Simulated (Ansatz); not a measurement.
# ClH (hydrogen chloride): HF/STO-3G

Aim: the vertical ionisation energy of ClH (hydrogen chloride) at HF/STO-3G, from 2 runs. 

The calculation is run with Ansatz 0.2.0.

**1. The structure to begin with**

ClH: 2 atoms, total charge 0, spin state singlet. SMILES: `Cl`. Geometry: relaxed at PBE0-D4/def2-TZVP.

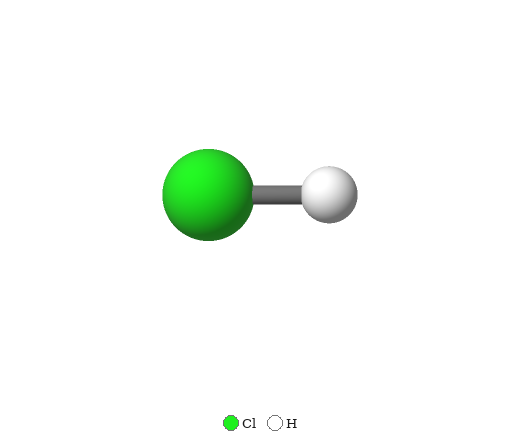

Viewed from a chosen angle; chlorine green, hydrogen white.

**2. The energy at HF/STO-3G**

run.yaml

```yaml
crystal:
  periodic: [false, false, false]
  atoms:
    - {symbol: Cl, position_ang: [0.546000, -0.178500, 0.280800]}
    - {symbol: H, position_ang: [-0.546000, 0.178500, -0.280800]}
basis:
  gaussian: {orbitals: STO-3G}
hamiltonian: {xc: hf}
accuracy: high
output: {orbitals: {seedname: orbitals}}
```

Command:

```sh
$ ansatz run run.yaml --threads 1 --pin off --max-ram 2610MiB --events-out events.jsonl --progress --plain --runs-dir runs
```

The log of the run:

```text
Warning: RAYON_NUM_THREADS=1 ignored (pool sized by the plan → 1); use --threads N
Functional definition: HF
  name "HF"
  exchange = exact_x
  correlation = 0
144 factors; integrals over basis functions are off by at most 3.0e-9 eV
mean field evaluation 1: about -12384.2409 eV, gradient 1.1e1 eV
mean field evaluation 2: about -12384.2438 eV, gradient 1.1e1 eV
mean field evaluation 4: about -12384.8564 eV, gradient 3.8e-2 eV
mean field evaluation 8: about -12384.8560 eV, gradient 9.2e-6 eV
mean field -12384.85597129 eV, -455.1350621879 hartree, gradient 3.0e-8 eV, S^2 0.000000; 0 other end points of the search recorded, 0 dependent functions left out
reference -12384.85597129 eV, -455.1350621879 hartree; 9, 9 occupied and 1, 1 virtual orbitals, 144 factors
Total energy: -12384.85597129 eV, -455.1350621879 hartree
```

Wall time 0.04 s (1 thread of Intel Xeon 6975P-C (Granite Rapids), shared host).

**3. The doublet cation, same level**

in.yaml

```yaml
basis:
  gaussian:
    orbitals: STO-3G
crystal:
  periodic: [false, false, false]
  atoms:
    - {symbol: Cl, position_ang: [0.546000, -0.178500, 0.280800]}
    - {symbol: H, position_ang: [-0.546000, 0.178500, -0.280800]}
total_charge: 1
accuracy: high
output: {orbitals: {seedname: orbitals}}
hamiltonian:
  xc: hf
magnetization:
  spin_polarized: true
  initial_magnetization: 1
```

Command:

```sh
$ ansatz run in.yaml --threads 1 --pin off --max-ram 2610MiB --events-out events.jsonl --progress --plain --runs-dir runs
```

The log of the run:

```text
Warning: RAYON_NUM_THREADS=1 ignored (pool sized by the plan → 1); use --threads N
[... 4 set-up lines as earlier in the session ...]
144 factors; integrals over basis functions are off by at most 3.0e-9 eV
mean field evaluation 1: about -12373.4858 eV, gradient 5.1e0 eV
mean field evaluation 2: about -12373.4874 eV, gradient 5.1e0 eV
mean field evaluation 4: about -12373.7509 eV, gradient 2.0e-1 eV
mean field evaluation 8: about -12373.7515 eV, gradient 5.3e-6 eV
mean field -12373.75153769 eV, -454.7269817800 hartree, gradient 1.1e-8 eV, S^2 0.752122; 0 other end points of the search recorded, 0 dependent functions left out
reference -12373.75153769 eV, -454.7269817800 hartree; 9, 8 occupied and 1, 2 virtual orbitals, 144 factors
Total energy: -12373.75153769 eV, -454.7269817800 hartree
```

It took 0.06 s on 1 thread of Intel Xeon 6975P-C (Granite Rapids), shared host.

**4. Outcome**

At HF/STO-3G:

```
                                          quantity          value
                         singlet ClH: total energy  -455.13506 Eh
                          singlet ClH: HOMO energy      -11.51 eV
                          singlet ClH: LUMO energy       10.92 eV
                        singlet ClH: HOMO–LUMO gap       22.43 eV
                      doublet cation: total energy  -454.72698 Eh
doublet cation: HOMO energy (highest over α and β)      -23.62 eV
 doublet cation: LUMO energy (lowest over α and β)      -10.71 eV
                              doublet cation: ⟨S²⟩          0.752
vertical ionisation energy (to the doublet cation)      11.104 eV
```

In words: The vertical ionisation energy comes to 11.10 eV (1071 kJ/mol). −ε(HOMO) before ionisation, 11.51 eV, is 0.40 eV above this ionisation energy.
